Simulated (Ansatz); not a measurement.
Band structure of Be5Co (F-43m, 6 atoms in the cell).

```xyz
6
Lattice="0.0000 2.8839 2.8839 2.8839 0.0000 2.8839 2.8839 2.8839 0.0000" Properties=species:S:1:pos:R:3 pbc="T T T"
Be     1.4420     1.4420     1.4420
Be     2.1597     2.1597     3.6082
Be     2.1597     3.6082     2.1597
Be     3.6082     3.6082     3.6082
Be     3.6082     2.1597     2.1597
Co     0.0000     0.0000     0.0000
```

Computed with LDA (PW92), PAW files made with PBE (plane waves; Ansatz, a quantum-chemistry and plane-wave program).

Settings: basis.ecutwfc = 30.9 Ry; kpoints.mp_grid.grid = 8 8 8; hamiltonian.xc = lda; hamiltonian.pseudopotentials = {kind: paw} (the program's default PAW files); scf.occupations.method = fermi_dirac; scf.occupations.width = 0.0073 Ry; kpoints.band_path.npoints = 8.

The starting cell comes from a database of computed structures (which also holds hypothetical and non-ambient phases and stackings), without a prior relaxation at this level. Spin polarisation is off.

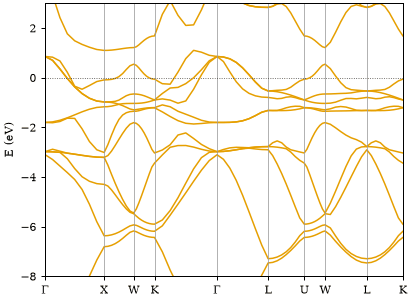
Fig. 1. Bands along the path, energies from the Fermi level.

Levels in eV from the Fermi level, bands 11 to 18:
| point | 11 | 12 | 13 | 14 | 15 | 16 | 17 | 18 |
|---|---|---|---|---|---|---|---|---|
| Γ | -1.80 | 0.85 | 0.85 | 0.85 | 3.85 | 3.85 | 3.85 | 4.71 |
| X | -1.17 | -0.98 | -0.98 | -0.09 | 1.10 | 7.04 | 7.55 | 7.55 |
| W | -1.29 | -1.04 | -0.66 | 0.54 | 1.21 | 4.43 | 4.62 | 7.98 |
| K | -1.21 | -0.90 | -0.90 | -0.06 | 1.68 | 4.68 | 5.36 | 7.40 |
| L | -1.32 | -0.80 | -0.54 | -0.54 | 2.83 | 2.83 | 4.49 | 7.02 |
| U | -1.21 | -0.90 | -0.90 | -0.06 | 1.68 | 4.68 | 5.36 | 7.40 |

Bands cross the Fermi level along this path, so the cell is metallic at this level.

Keys are those of Ansatz 0.2.
